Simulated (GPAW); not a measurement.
# 2H-WOS monolayer: work function by functional and basis

Aim: the work function of both faces of 2H-WOS monolayer, and its spread over functionals and bases. Where a layer proves gapped, the work function hangs on where the smearing puts the Fermi level, and the band edges take its place.

Method: GPAW, PAW setups; layer in a repeated cell with vacuum, relaxation of atoms and in-plane cell, in the first sound run; inputs show where later runs differ, in GPAW 26.7.0.

## Step 1: Starting point

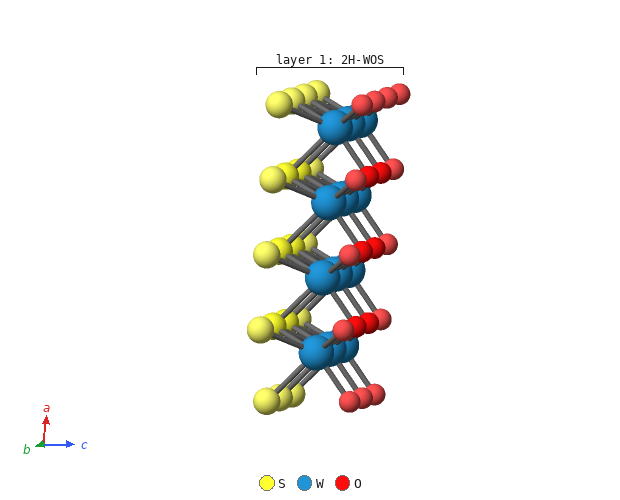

Start, viewed from the side, with the c axis across the page; sulfur yellow, tungsten blue, oxygen red. 3×2×1 cells are drawn. Some periodic images of atoms are drawn too.

The cell holds 3 atoms: 1 S, 1 W and 1 O. Its edges and angles: a = 3.053 Å, b = 3.053 Å, c = 17.022 Å, α = 90.0°, β = 90.0°, γ = 120.0°. Vacuum lies along c.

Coordinates:

```cif
data_structure
_symmetry_space_group_name_H-M 'P 1'
_symmetry_Int_Tables_number 1
_cell_length_a 3.0530
_cell_length_b 3.0530
_cell_length_c 17.0222
_cell_angle_alpha 90.000
_cell_angle_beta 90.000
_cell_angle_gamma 120.000
_cell_volume 137.40
loop_
_atom_site_label
_atom_site_type_symbol
_atom_site_fract_x
_atom_site_fract_y
_atom_site_fract_z
_atom_site_occupancy
S1 S 0.33333 0.66667 0.41123 1
W2 W 0.00000 0.00000 0.51769 1
O3 O 0.33333 0.66667 0.58877 1
```

## Step 2: Relaxing the atoms

Forces are removed first; all later runs use this geometry.

Input file run.py:

```python
import json
import numpy as np
from ase import Atoms
from ase.filters import FrechetCellFilter
from ase.optimize import BFGS
from gpaw import GPAW, PW

slab = Atoms(
    ['S', 'W', 'O'],
    positions=[
        [-0.00000, 1.76262, 7.00000],
        [0.00000, 0.00000, 8.81216],
        [-0.00000, 1.76262, 10.02220]],
    cell=[[3.05296, 0.0, 0.0], [-1.52648, 2.64394, 0.0], [0.0, 0.0, 17.0222]],
    pbc=[True, True, True])

slab.calc = GPAW(mode=PW(600), xc='PBE', kpts={'size': (12, 12, 1), 'gamma': True},
                 occupations={'name': 'fermi-dirac', 'width': 0.05}, nbands='160%',
                 convergence={'density': 1e-05}, maxiter=200,
                 symmetry={'tolerance': 1e-3}, txt='slab.txt')
result = {}
# The in-plane cell is free; stress needs a cell that repeats along all three vectors
path = []
opt = BFGS(FrechetCellFilter(slab, mask=[1, 1, 0, 0, 0, 1]), maxstep=0.2)
opt.attach(lambda: path.append((slab.get_potential_energy(), slab.positions.tolist(), slab.get_forces().tolist())))
result['relaxed'] = bool(opt.run(fmax=0.02, steps=45))
result['path'] = path
result['cell'] = slab.cell.tolist()
print('in-plane lattice', slab.cell.cellpar().round(4)[[0, 1, 5]])
energy = slab.get_potential_energy()
fermi = slab.calc.get_fermi_level()
v = slab.calc.get_electrostatic_potential().mean((0, 1)) - fermi
n = slab.calc.get_pseudo_density().mean((0, 1))
L = slab.cell[2, 2]
z = np.arange(len(v)) * L / len(v)
low, high = slab.positions[:, 2].min(), slab.positions[:, 2].max()
below, above = np.interp([low - 4.8, high + 4.8], z, v)
slopes = [np.interp(x, z, np.gradient(v, z)) for x in (low - 4.8, high + 4.8)]
eps = np.array([[slab.calc.get_eigenvalues(k, s) for k in range(len(slab.calc.get_ibz_k_points()))]
                for s in range(slab.calc.get_number_of_spins())]) - fermi
top, bottom = eps[eps < 0].max(), eps[eps > 0].min()
dipole = slab.get_dipole_moment()[2]
print(f'energy {energy:.4f} eV, Fermi level {fermi:.4f} eV, dipole {dipole:.5f} e A')
print(f'potential 4.8 A off the faces, from the Fermi level: lower {below:.4f} eV, upper {above:.4f} eV')
print(f'slope of the potential there: lower {slopes[0]:.5f}, upper {slopes[1]:.5f} eV/A')
print(f'nearest levels on the mesh: {top:.4f} and {bottom:.4f} eV')
print('magnetic moment', round(slab.get_magnetic_moment(), 3))
result.update(energy=energy, fermi=fermi, dipole=dipole, below=below, above=above, slopes=slopes, edges=[top, bottom],
              z=z.tolist(), v=v.tolist(), n=n.tolist(), positions=slab.positions.tolist(),
              forces=slab.get_forces(apply_constraint=False).tolist(), moments=slab.get_magnetic_moments().tolist())
json.dump(result, open('result.json', 'w'))
```

Command:

```
OMP_NUM_THREADS=1 OPENBLAS_NUM_THREADS=1 python run.py
```

Output:

```text
Step          Energy          fmax
BFGS:    0      -24.257583        3.103652
BFGS:    1      -24.478012        2.113389
BFGS:    2      -24.618915        1.371283
BFGS:    3      -24.648346        0.254862
BFGS:    4      -24.649180        0.079180
BFGS:    5      -24.649189        0.027457
BFGS:    6      -24.649428        0.024363
BFGS:    7      -24.649794        0.011821
in-plane lattice [  2.9902   2.9902 120.    ]
energy -24.6498 eV, Fermi level -0.0840 eV, dipole -0.09591 e A
potential 4.8 A off the faces, from the Fermi level: lower 4.5209 eV, upper 5.1276 eV
slope of the potential there: lower -0.13203, upper -0.13144 eV/A
nearest levels on the mesh: -0.8233 and 0.8494 eV
magnetic moment 0.0
```

It took 5.1 min on 1 thread of Arm Neoverse V1, shared host; peak memory 0.29 GiB.

This step gave:

| Quantity | Value |
| --- | --- |
| dipole along the normal | -0.09591 e·Å |
| levels nearest the Fermi level on the mesh | -0.8233, 0.8494 eV from the Fermi level |

Electrostatic potential energy of an electron (without an applied field's), less the Fermi level, planar mean against z:

| z (Å) | electrostatic potential energy of an electron (without an applied field's), less the Fermi level, planar mean (eV) |
| --- | --- |
| 0 | 4.83 |
| 1 | 4.70 |
| 2 | 4.56 |
| 3 | 4.43 |
| 4 | 4.30 |
| 5 | 4.10 |
| 6 | 2.44 |
| 7 | -21.1 |
| 8 | -9.04 |
| 9 | -24.8 |
| 10 | -11.3 |
| 11 | 5.09 |
| 12 | 5.47 |
| 13 | 5.36 |
| 14 | 5.22 |
| 15 | 5.09 |
| 16 | 4.96 |

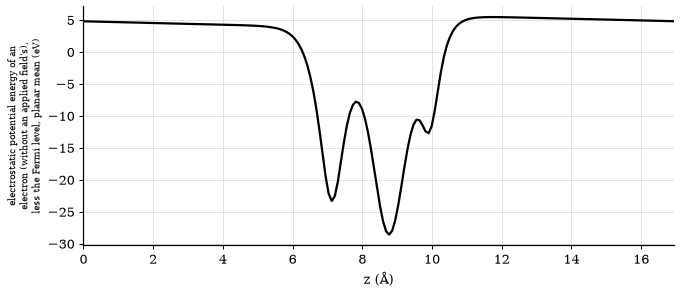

Electrostatic potential energy of an electron (without an applied field's), less the Fermi level, planar mean, plotted against z.

The pseudo valence density, planar mean by z:

| z (Å) | pseudo valence density, planar mean (e/Å³) |
| --- | --- |
| 4 | 1.5e-4 |
| 5 | 0.00368 |
| 6 | 0.0930 |
| 7 | 0.445 |
| 8 | 0.550 |
| 9 | 1.37 |
| 10 | 0.926 |
| 11 | 0.0429 |
| 12 | 9.9e-4 |
| 13 | 3.3e-5 |

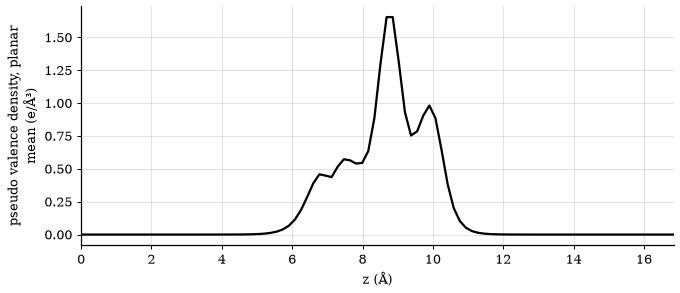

Pseudo valence density, planar mean against z.

The relaxation lowered the energy of the cell by 0.392 eV (energies extrapolated to zero smearing; the optimiser's log prints free energies). The largest force left on a free atom is 0.012 eV/Å.

## Step 3: Plane waves, PBE

The work function is the vacuum plateau of the electrostatic potential less the Fermi level; a dipole layer lets the two faces have plateaus of their own.

This step: GPAW, PAW setups; slab in vacuum (GPAW 26.7.0).

The cell differs from the one that the last finished run ended in (c 17.022 → 16.813 Å).

Changes to run.py since step 2:

```diff
@@ -3,4 +3,2 @@
 from ase import Atoms
-from ase.filters import FrechetCellFilter
-from ase.optimize import BFGS
 from gpaw import GPAW, PW
@@ -10,21 +8,14 @@
     positions=[
-        [-0.00000, 1.76262, 7.00000],
-        [0.00000, 0.00000, 8.81216],
-        [-0.00000, 1.76262, 10.02220]],
-    cell=[[3.05296, 0.0, 0.0], [-1.52648, 2.64394, 0.0], [0.0, 0.0, 17.0222]],
-    pbc=[True, True, True])
+        [-0.00000, 1.72636, 7.00000],
+        [0.00000, -0.00000, 8.64129],
+        [0.00000, 1.72636, 9.81273]],
+    cell=[[2.99015, 0.0, 0.0], [-1.49508, 2.58955, 0.0], [0.0, 0.0, 16.8127]],
+    pbc=[True, True, False])
 
-slab.calc = GPAW(mode=PW(600), xc='PBE', kpts={'size': (12, 12, 1), 'gamma': True},
+slab.calc = GPAW(mode=PW(500), xc='PBE', kpts={'size': (12, 12, 1), 'gamma': True},
                  occupations={'name': 'fermi-dirac', 'width': 0.05}, nbands='160%',
                  convergence={'density': 1e-05}, maxiter=200,
+                 poissonsolver={'dipolelayer': 'xy'},
                  symmetry={'tolerance': 1e-3}, txt='slab.txt')
 result = {}
-# The in-plane cell is free; stress needs a cell that repeats along all three vectors
-path = []
-opt = BFGS(FrechetCellFilter(slab, mask=[1, 1, 0, 0, 0, 1]), maxstep=0.2)
-opt.attach(lambda: path.append((slab.get_potential_energy(), slab.positions.tolist(), slab.get_forces().tolist())))
-result['relaxed'] = bool(opt.run(fmax=0.02, steps=45))
-result['path'] = path
-result['cell'] = slab.cell.tolist()
-print('in-plane lattice', slab.cell.cellpar().round(4)[[0, 1, 5]])
 energy = slab.get_potential_energy()
```

Output:

```text
energy -24.2991 eV, Fermi level -0.0413 eV, dipole -0.07134 e A
potential 4.8 A off the faces, from the Fermi level: lower 4.0163 eV, upper 5.6857 eV
slope of the potential there: lower -0.00017, upper 0.00079 eV/A
nearest levels on the mesh: -0.8181 and 0.8438 eV
magnetic moment 0.0
```

It took 28 s on 1 thread; peak memory 0.19 GiB.

Numbers from this step:

```yaml
dipole_along_the_normal: -0.07134 e·Å
levels_nearest_the_fermi_level_on_the_mesh: -0.8181, 0.8438 eV from the Fermi level
upper_work_function: 5.686 eV
lower_work_function: 4.016 eV
upper_ionisation_energy: 6.504 eV
```

Table of electrostatic potential energy of an electron (without an applied field's), less the Fermi level, planar mean by z:

| z (Å) | electrostatic potential energy of an electron (without an applied field's), less the Fermi level, planar mean (eV) |
| --- | --- |
| 0 | 4.85 |
| 1 | 4.02 |
| 2 | 4.02 |
| 3 | 4.02 |
| 4 | 4.01 |
| 5 | 3.91 |
| 6 | 1.57 |
| 7 | -23.2 |
| 8 | -11.7 |
| 9 | -20.8 |
| 10 | -7.48 |
| 11 | 5.36 |
| 12 | 5.67 |
| 13 | 5.68 |
| 14 | 5.69 |
| 15 | 5.69 |
| 16 | 5.69 |

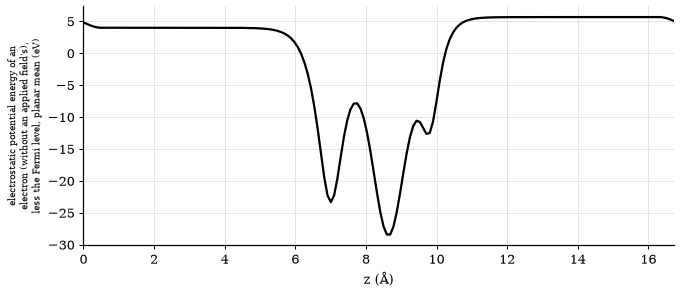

Electrostatic potential energy of an electron (without an applied field's), less the Fermi level, planar mean against z.

Table of pseudo valence density, planar mean by z:

| z (Å) | pseudo valence density, planar mean (e/Å³) |
| --- | --- |
| 3 | 1.3e-5 |
| 4 | 2.5e-4 |
| 5 | 0.00570 |
| 6 | 0.134 |
| 7 | 0.455 |
| 8 | 0.615 |
| 9 | 1.10 |
| 10 | 0.804 |
| 11 | 0.0255 |
| 12 | 6.2e-4 |
| 13 | 2.2e-5 |

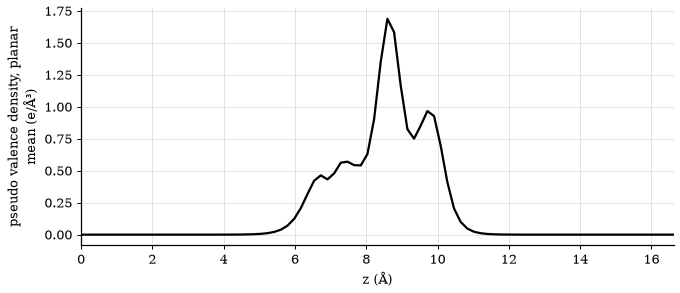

Pseudo valence density, planar mean against z.

The layer is gapped, so the Fermi level lies somewhere inside the gap, set by smearing and numerics, and these work functions are no property of the material; the band edges below the vacuum level are. The potential is flat to 7.9e-4 eV/Å where it is read, so the vacuum is wide enough.

## Step 4: Self-consistent run: xc = "revPBE"

The same geometry under revPBE, to see how far the functional moves the levels against the vacuum.

Changes to run.py since step 3:

```diff
@@ -14,3 +14,3 @@
 
-slab.calc = GPAW(mode=PW(500), xc='PBE', kpts={'size': (12, 12, 1), 'gamma': True},
+slab.calc = GPAW(mode=PW(500), xc='revPBE', kpts={'size': (12, 12, 1), 'gamma': True},
                  occupations={'name': 'fermi-dirac', 'width': 0.05}, nbands='160%',
```

Output:

```text
energy -23.2303 eV, Fermi level 0.0655 eV, dipole -0.06991 e A
potential 4.8 A off the faces, from the Fermi level: lower 3.9135 eV, upper 5.5496 eV
slope of the potential there: lower -0.00018, upper 0.00079 eV/A
nearest levels on the mesh: -0.8188 and 0.8442 eV
magnetic moment 0.0
```

Elapsed: 29 s, on 1 thread; peak memory 0.19 GiB.

This step gave:

* dipole along the normal: -0.06991 e·Å
* levels nearest the Fermi level on the mesh: -0.8188, 0.8442 eV from the Fermi level
* upper work function: 5.550 eV
* lower work function: 3.913 eV
* upper ionisation energy: 6.368 eV

Electrostatic potential energy of an electron (without an applied field's), less the Fermi level, planar mean against z:

| z (Å) | electrostatic potential energy of an electron (without an applied field's), less the Fermi level, planar mean (eV) |
| --- | --- |
| 0 | 4.73 |
| 2 | 3.91 |
| 4 | 3.91 |
| 6 | 1.50 |
| 8 | -11.7 |
| 10 | -7.57 |
| 12 | 5.54 |
| 14 | 5.55 |
| 16 | 5.55 |

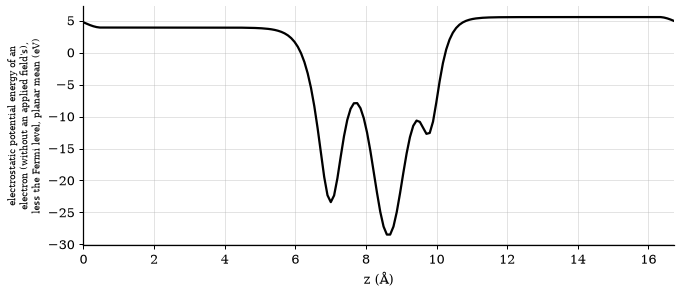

Electrostatic potential energy of an electron (without an applied field's), less the Fermi level, planar mean against z.

Pseudo valence density, planar mean against z:

| z (Å) | pseudo valence density, planar mean (e/Å³) |
| --- | --- |
| 2 | 0 |
| 4 | 2.6e-4 |
| 6 | 0.134 |
| 8 | 0.615 |
| 10 | 0.805 |
| 12 | 6.3e-4 |
| 14 | 1.8e-6 |

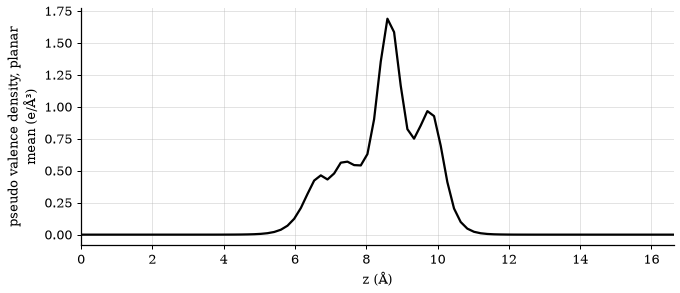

Pseudo valence density, planar mean, plotted against z.

Force by atom:

| atom | x (eV/Å) | y (eV/Å) | z (eV/Å) | size |
| --- | --- | --- | --- | --- |
| S1 | 0.000 | 0.000 | -0.163 | 0.163 |
| W2 | 0.000 | 0.000 | -0.104 | 0.104 |
| O3 | 0.000 | 0.000 | 0.289 | 0.289 |

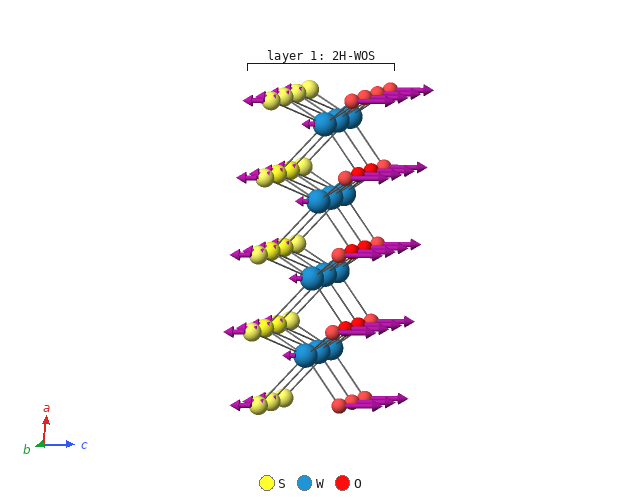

Force as arrows, the longest 0.289 eV/Å. 3×2×1 cells are drawn. Some periodic images of atoms are drawn too.

The highest filled level lies 0.819 eV under the Fermi level, so the ionisation energy from the upper face is 5.550 + 0.819 = 6.368 eV, against 6.504 eV in the base run.

## Step 5: OptPBE vdW: xc = "optPBE-vdW"

The same geometry under optPBE-vdW, to see how far the functional moves the levels against the vacuum (the van der Waals functionals take revPBE setups).

Changes to run.py since step 4:

```diff
@@ -14,3 +14,3 @@
 
-slab.calc = GPAW(mode=PW(500), xc='revPBE', kpts={'size': (12, 12, 1), 'gamma': True},
+slab.calc = GPAW(mode=PW(500), xc='optPBE-vdW', kpts={'size': (12, 12, 1), 'gamma': True},
                  occupations={'name': 'fermi-dirac', 'width': 0.05}, nbands='160%',
```

Output:

```text
energy -48.6786 eV, Fermi level -0.2630 eV, dipole -0.07339 e A
potential 4.8 A off the faces, from the Fermi level: lower 4.2734 eV, upper 5.9910 eV
slope of the potential there: lower -0.00022, upper 0.00081 eV/A
nearest levels on the mesh: -0.8272 and 0.8501 eV
magnetic moment 0.0
```

Elapsed: 38 s, on 1 thread; peak memory 0.32 GiB.

Numbers from this step:

```yaml
dipole_along_the_normal: -0.07339 e·Å
levels_nearest_the_fermi_level_on_the_mesh: -0.8272, 0.8501 eV from the Fermi level
upper_work_function: 5.991 eV
lower_work_function: 4.273 eV
upper_ionisation_energy: 6.818 eV
```

Electrostatic potential energy of an electron (without an applied field's), less the Fermi level, planar mean against z:

| z (Å) | electrostatic potential energy of an electron (without an applied field's), less the Fermi level, planar mean (eV) |
| --- | --- |
| 0 | 5.13 |
| 1 | 4.27 |
| 2 | 4.27 |
| 3 | 4.27 |
| 4 | 4.27 |
| 5 | 4.15 |
| 6 | 1.72 |
| 7 | -23.2 |
| 8 | -11.7 |
| 9 | -20.7 |
| 10 | -7.31 |
| 11 | 5.63 |
| 12 | 5.98 |
| 13 | 5.99 |
| 14 | 5.99 |
| 15 | 5.99 |
| 16 | 5.99 |

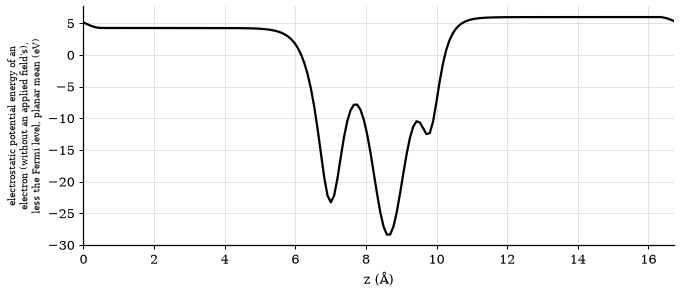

Electrostatic potential energy of an electron (without an applied field's), less the Fermi level, planar mean against z.

The highest filled level lies 0.827 eV under the Fermi level, so the ionisation energy from the upper face is 5.991 + 0.827 = 6.818 eV, against 6.504 eV in the base run.

## Step 6: Self-consistent run: xc = "RPBE"

The same geometry under RPBE, to see how far the functional moves the levels against the vacuum.

Changes to run.py since step 5:

```diff
@@ -14,3 +14,3 @@
 
-slab.calc = GPAW(mode=PW(500), xc='optPBE-vdW', kpts={'size': (12, 12, 1), 'gamma': True},
+slab.calc = GPAW(mode=PW(500), xc='RPBE', kpts={'size': (12, 12, 1), 'gamma': True},
                  occupations={'name': 'fermi-dirac', 'width': 0.05}, nbands='160%',
```

Output:

```text
energy -23.0421 eV, Fermi level 0.0728 eV, dipole -0.06962 e A
potential 4.8 A off the faces, from the Fermi level: lower 3.9169 eV, upper 5.5462 eV
slope of the potential there: lower -0.00019, upper 0.00079 eV/A
nearest levels on the mesh: -0.8223 and 0.8473 eV
magnetic moment 0.0
```

Run time: 28 s. Hardware: 1 thread; peak memory 0.19 GiB.

This step gave:

* dipole along the normal: -0.06962 e·Å
* levels nearest the Fermi level on the mesh: -0.8223, 0.8473 eV from the Fermi level
* upper work function: 5.546 eV
* lower work function: 3.917 eV
* upper ionisation energy: 6.368 eV

Table of electrostatic potential energy of an electron (without an applied field's), less the Fermi level, planar mean by z:

| z (Å) | electrostatic potential energy of an electron (without an applied field's), less the Fermi level, planar mean (eV) |
| --- | --- |
| 0 | 4.73 |
| 1 | 3.92 |
| 2 | 3.92 |
| 3 | 3.92 |
| 4 | 3.91 |
| 5 | 3.81 |
| 6 | 1.48 |
| 7 | -23.3 |
| 8 | -11.8 |
| 9 | -20.9 |
| 10 | -7.60 |
| 11 | 5.21 |
| 12 | 5.53 |
| 13 | 5.54 |
| 14 | 5.55 |
| 15 | 5.55 |
| 16 | 5.55 |

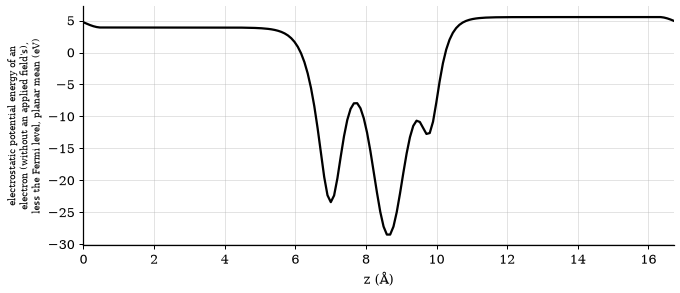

Electrostatic potential energy of an electron (without an applied field's), less the Fermi level, planar mean, plotted against z.

The highest filled level lies 0.822 eV under the Fermi level, so the ionisation energy from the upper face is 5.546 + 0.822 = 6.368 eV, against 6.504 eV in the base run.

## Step 7: Self-consistent run: xc = "LDA"

The same geometry under LDA, to see how far the functional moves the levels against the vacuum.

Changes to run.py since step 6:

```diff
@@ -14,3 +14,3 @@
 
-slab.calc = GPAW(mode=PW(500), xc='RPBE', kpts={'size': (12, 12, 1), 'gamma': True},
+slab.calc = GPAW(mode=PW(500), xc='LDA', kpts={'size': (12, 12, 1), 'gamma': True},
                  occupations={'name': 'fermi-dirac', 'width': 0.05}, nbands='160%',
```

Output:

```text
energy -27.0672 eV, Fermi level -0.3595 eV, dipole -0.07630 e A
potential 4.8 A off the faces, from the Fermi level: lower 4.2768 eV, upper 6.0623 eV
slope of the potential there: lower -0.00016, upper 0.00079 eV/A
nearest levels on the mesh: -0.8013 and 0.8297 eV
magnetic moment 0.0
```

It took 26 s on 1 thread; peak memory 0.19 GiB.

Numbers from this step:

```
dipole along the normal                    : -0.07630 e·Å
levels nearest the Fermi level on the mesh : -0.8013, 0.8297 eV from the Fermi level
upper work function                        : 6.062 eV
lower work function                        : 4.277 eV
upper ionisation energy                    : 6.864 eV
```

The highest filled level lies 0.801 eV under the Fermi level, so the ionisation energy from the upper face is 6.062 + 0.801 = 6.864 eV, against 6.504 eV in the base run.

## Step 8: Self-consistent run: xc = "vdW-DF2"

The same geometry under vdW-DF2, to see how far the functional moves the levels against the vacuum (the van der Waals functionals take revPBE setups).

Changes to run.py since step 7:

```diff
@@ -14,3 +14,3 @@
 
-slab.calc = GPAW(mode=PW(500), xc='LDA', kpts={'size': (12, 12, 1), 'gamma': True},
+slab.calc = GPAW(mode=PW(500), xc='vdW-DF2', kpts={'size': (12, 12, 1), 'gamma': True},
                  occupations={'name': 'fermi-dirac', 'width': 0.05}, nbands='160%',
```

Output:

```text
energy -211.0102 eV, Fermi level -0.3729 eV, dipole -0.07658 e A
potential 4.8 A off the faces, from the Fermi level: lower 4.4187 eV, upper 6.2107 eV
slope of the potential there: lower -0.00030, upper 0.00084 eV/A
nearest levels on the mesh: -0.8475 and 0.8692 eV
magnetic moment 0.0
```

Run time: 38 s. Hardware: 1 thread; peak memory 0.32 GiB.

This step gave:

* dipole along the normal: -0.07658 e·Å
* levels nearest the Fermi level on the mesh: -0.8475, 0.8692 eV from the Fermi level
* upper work function: 6.211 eV
* lower work function: 4.419 eV
* upper ionisation energy: 7.058 eV

The highest filled level lies 0.847 eV under the Fermi level, so the ionisation energy from the upper face is 6.211 + 0.847 = 7.058 eV, against 6.504 eV in the base run.

[end of part 1 of 2]

[Logs are printed without paths, hosts, clocks, repeated set-up lines and the standing remarks that a program may print on its own settings, such as how far it seeks lower states.]

[Hosts, paths, dates, database ids (printed as entryN), source tags and the programs' standing remarks are cut or masked in the printed files.]
